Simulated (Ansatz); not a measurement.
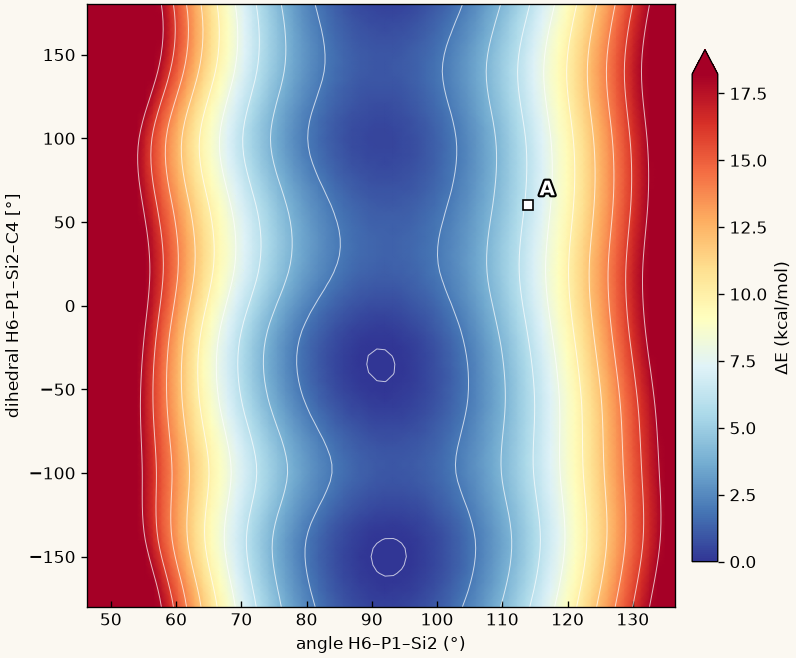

CH3ClNPSi, SMILES P[Si]1(Cl)C=N1. 
- The first coordinate is: angle H6–P1–Si2; the second: dihedral H6–P1–Si2–C4.
- Nothing is relaxed (all other coordinates rigid).
- The grid has 9 × 9 points.
- Energies: kcal/mol, counted from the lowest grid point.
- Theory: Ansatz, RKS r2SCAN-D4/def2-SVP.

Drawn: a smooth colour map with a few white contour lines, one colour for all values above the top of the scale, the point A. Between grid points the surface is interpolated.

Which way does the force act at A, and how strong is it?

Answer. A, at angle H6–P1–Si2 = 113.9°, dihedral H6–P1–Si2–C4 = 60°, is not a stationary point. The computed force is 0.47 kcal/mol for each degree towards smaller values of angle H6–P1–Si2 and 0.015 kcal/mol for each degree towards larger values of dihedral H6–P1–Si2–C4.
